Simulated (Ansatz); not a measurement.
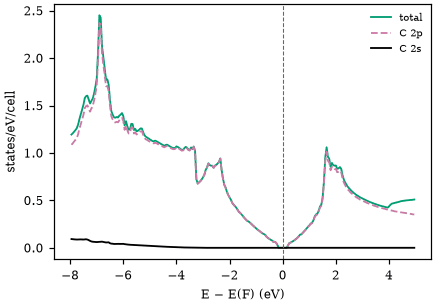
Figure: Total and projected density of states of C (graphite, P6_3/mmc), r²SCAN in the plane-wave PAW code Ansatz

### Question
Which orbitals carry the states next to the Fermi level?

### Answer
Within 0.5 eV of the Fermi level: C 2p 99 %. Projections are on Löwdin-orthogonalised atomic valence shells; empty p or d shells of many metals are not among them.

### Question
Where is the tallest occupied peak in this window, and what makes it?

### Answer
Near -6.9 eV, about 2.5 states/eV per cell; the largest projected share is C 2p.

Symmetry was held in the r²SCAN relaxation. A crystal of weakly bound layers computed without a dispersion correction: the cell and the soft elastic constants depend strongly on that.

Potentials: the earlier of the program's two PAW sets.
